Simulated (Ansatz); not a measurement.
WC (WC type, space group P-6m2)

```
WC
1.0
    2.89847     0.00000     0.00000
   -1.44924     2.51015     0.00000
    0.00000     0.00000     2.82774
W C
1 1
Direct
  0.00000   0.00000   0.00000
  0.66667   0.33333   0.50000
```

This relaxed cell (volume V₀) is scaled evenly in all directions, its shape held. Symmetry pins the atoms to their sites.

The numbers are results of PBEsol (plane waves to 420 eV, PAW, scalar-relativistic; Ansatz, a quantum-chemistry and plane-wave program), not measurements. k mesh 19×19×17 (Γ-centred), Fermi-Dirac smearing 0.05 eV. The energy includes the smearing's −TS. With the shape held, the modulus is that of even scaling; a crystal free to change shape is softer. Spin-orbit coupling is left out, though W is heavy. WC is run without spin polarisation. WC was relaxed with its symmetry unable to fall. The zero of ΔE is the relaxed starting cell.

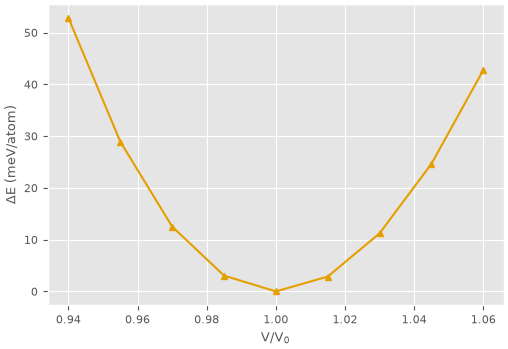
Figure: ΔE (meV/atom) against V/V₀; computed points joined by lines.

What is ΔE at V/V₀ = 1.060?

About 43 meV/atom.

What is ΔE at V/V₀ = 0.940?

About 53 meV/atom.

What bulk modulus at fixed cell shape B₀ follows from a third-order Birch-Murnaghan fit?

About 410 GPa.

(A scan under strain: stresses follow from slopes of the energy per volume, elastic moduli from its curvatures.)
